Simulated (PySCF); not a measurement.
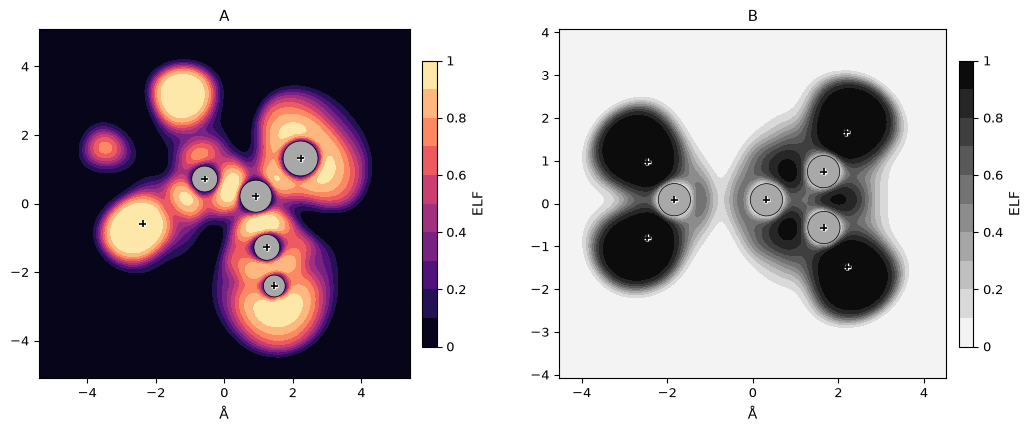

The ELF of 2 systems, each on a plane through atoms (crosses mark nuclei in the plane; grey discs cover the cores).

Method: PBE0/def2-SVPD, SCF density, gas phase (PySCF).

System 1: C6H8BCl (SMILES ClB[C@H]1CCC12C=C2), the plane of atoms C6, C7 and H15. Geometry: GFN2-xTB.

```xyz
16

Cl   -2.8013    1.3841   -0.2005
B    -1.1318    1.7020   -0.1867
C    -0.1561    0.5963   -0.7246
C     1.3692    0.7515   -0.5176
C     1.4110   -0.5112    0.3606
C    -0.0896   -0.6745    0.1661
C    -1.1091   -1.2014    1.1154
C    -0.8970   -1.9180    0.0444
H    -0.7691    2.7139    0.2847
H    -0.4014    0.3058   -1.7508
H     1.9512    0.6782   -1.4333
H     1.6497    1.6628    0.0057
H     2.0081   -1.3286   -0.0434
H     1.7139   -0.3351    1.3923
H    -1.6299   -1.0503    2.0291
H    -1.1252   -2.7668   -0.5527
```

System 2: C5H7BClN (SMILES N#CB(Cl)C1CCC1), the plane of atoms Cl4, B3 and C5. Geometry: GFN2-xTB.

```xyz
15

N     3.0882    1.7751   -1.0660
C     2.5026    0.8187   -0.8198
B     1.6935   -0.4353   -0.4958
Cl    2.2672   -1.9341   -1.0690
C     0.3453   -0.3321    0.3175
C    -0.4546    0.9918    0.3155
C    -1.7320    0.2104   -0.0244
C    -0.9021   -1.0604   -0.2513
H     0.5178   -0.6618    1.3473
H    -0.1443    1.6778   -0.4703
H    -0.4677    1.5300    1.2604
H    -2.2824    0.5690   -0.8909
H    -2.4170    0.1259    0.8164
H    -1.2208   -1.9427    0.2992
H    -0.7981   -1.3244   -1.3021
```

Which map belongs to which system?

Panel A is system 2, C5H7BClN: the plane holds N, C, B, Cl and H. C–N (1.15 Å): the ELF peaks at about 0.85 between the atoms: a multiple bond. Panel B is system 1, C6H8BCl: the plane holds C and H. C–C (1.31 Å): the ELF peaks at about 0.85 between the atoms; a multiple bond.
